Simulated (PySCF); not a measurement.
```yaml
atoms:
  - { symbol: B, position_ang: [0.0000, 0.0000, -1.2845] }
  - { symbol: P, position_ang: [0.0000, 0.0000, 0.4565] }
```

The calculation used PBE0/x2c-TZVPPall, spin-free X2C-1e, Gaussian nucleus, at a bond length of 1.741 Å (PySCF 2.14.0).

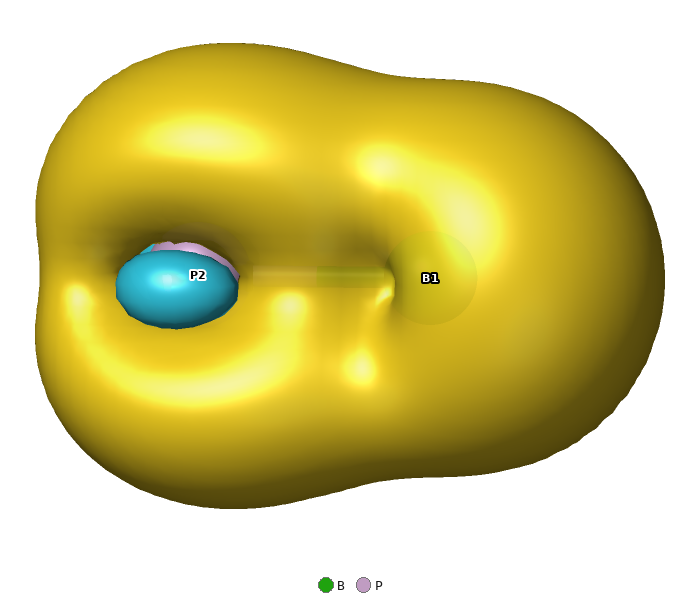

BP (triplet). Isosurfaces of the spin density (α minus β) at +0.02 (yellow) and −0.02 e/Å³ (cyan), seen from one side.

Describe the spin distribution.

The unpaired spin (2 electrons) lies mostly on B1 (about 1.2) and P2 (about 0.8), in electrons by Hirshfeld's partition.
